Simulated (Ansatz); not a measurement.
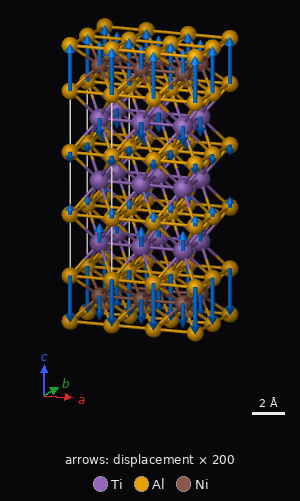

This is a relaxation of solid Ti₃Al₅Ni₂ (a generated structure, set up in P4/mmm). The starting structure is drawn; blue arrows show the displacements (the part carried along by the change of the cell is left out), magnified 200 times.

The picture is a ball-and-stick view of the cell of the calculation, repeated 3 × 2 × 1 with one cell outlined, seen slightly off an axis.

These are results of DFT PBE, scalar-relativistic, plane waves, PAW; settings changed (Ansatz 0.2.0), not measurements.

Input file:
```yaml
crystal:
  lattice:
    - [2.8559684414, 0.0, 0.0]
    - [0.0, 2.8559684414, 0.0]
    - [0.0, 0.0, 17.9045793484]
  atoms:
    - { symbol: Ti, position: [0.5, 0.5, 0.7254273258] }
    - { symbol: Ti, position: [0.5, 0.5, 0.5] }
    - { symbol: Ti, position: [0.5, 0.5, 0.2745726742] }
    - { symbol: Al, position: [0.0, 0.0, 0.0] }
    - { symbol: Al, position: [0.0, 0.0, 0.8351804448] }
    - { symbol: Al, position: [0.0, 0.0, 0.6127317163] }
    - { symbol: Al, position: [0.0, 0.0, 0.3872682837] }
    - { symbol: Al, position: [0.0, 0.0, 0.1648195552] }
    - { symbol: Ni, position: [0.5, 0.5, 0.917791433] }
    - { symbol: Ni, position: [0.5, 0.5, 0.082208567] }
basis:
  ecutwfc: 420
kpoints:
  mp_grid: { grid: [14, 14, 2], shift: [0.5, 0.5, 0.5] }
hamiltonian:
  xc: pbe
scf:
  occupations: { method: gaussian, width: 0.1 }
output:
  forces: true
  eigenvalues: true
  stress: true
relax:
  adjacent_minimum: "off"
  f_tol: 0.01
  max_steps: 80
  cell: { stress_tol: 0.05 }
```

Command:
```bash
ansatz run input.yaml --threads 1 --pin off --max-ram 2560MiB --backend cpu --events-out ev --progress --plain --runs-dir out
```

> What happened in the run?

The largest moves relative to the cell, 0.015 Å, are those of Al5 and Al8. Al8 goes along −c. By element the largest moves are Al 0.015 Å, Ni 0.008 Å, Ti 0.006 Å. Cell: a = b 2.856 → 2.847 Å (−0.3 %), c 17.905 → 17.991 Å (+0.5 %). Volume −0.1 %. Among the contacts that change: Ti1–Al5 2.818 → 2.835 Å, Al4–Al4 2.856 → 2.847 Å, Ni10–Ni10 2.856 → 2.847 Å, Ti1–Ti1 2.856 → 2.847 Å. The space group stays P4/mmm (No. 123). Over 3 accepted moves (4 points after the start) the energy falls by 0.3 meV per atom. The largest force component goes from 0.11 to 0.0031 eV/Å. Pressure: −0.22 GPa at the start and 0.01 GPa at the end. At 1 point the geometry stayed and the basis and grid were re-selected for the new cell (energy shift of less than 0.05 meV per atom at most each time). The run took 64 s on 1 thread of Arm Neoverse V2, on a shared host, peak memory 0.51 GiB.

Limits of the set-up: an element that often carries a moment was run without spin polarisation.
